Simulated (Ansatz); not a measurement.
TiC (rock salt), conventional cell a = b = c = 4.2930 Å, α = β = γ = 90.00°. The calculation uses the primitive cell of 2 atoms, to which meshes and values per cell refer.

Two coordinates are scanned: the volume, and the ratio of the stretch along z (the conventional c axis) to the stretch across it. Atoms keep their fractional coordinates.

All values below come from PBEsol (plane waves to 420 eV, PAW, scalar-relativistic; Ansatz, a program for electronic structure). k mesh 19×19×19 (Γ-centred), Fermi-Dirac smearing 0.05 eV. The energy includes the smearing's −TS. Compression counts positive. With partly filled bands, the response to shear is sensitive to the k mesh, so small differences along c/a are uncertain. The PAW data are Ansatz's earlier set. TiC is run without spin polarisation. TiC was relaxed with its symmetry unable to fall. The zero of ΔE is the relaxed starting cell.

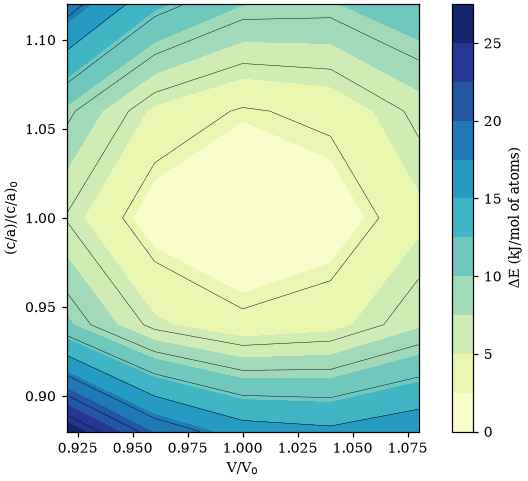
*ΔE (kJ/mol of atoms) over the 5×5 grid of computed points.*

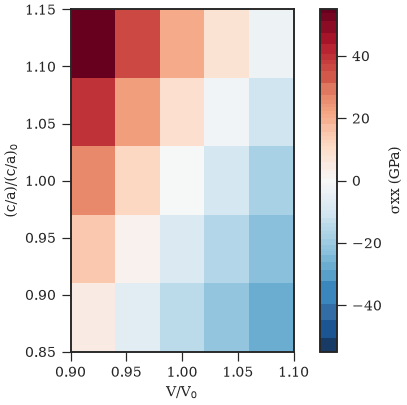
Fig. 1. σxx (GPa) over the 5×5 grid of computed points.

Lowest place on the grid: V/V₀ = 1.000, (c/a)/(c/a)₀ = 1.000 (0 meV/atom). Highest place on the grid: V/V₀ = 0.920, (c/a)/(c/a)₀ = 0.880 (275 meV/atom).

(Under strain, the slope of the energy per volume gives the stress and its curvature an elastic modulus.)
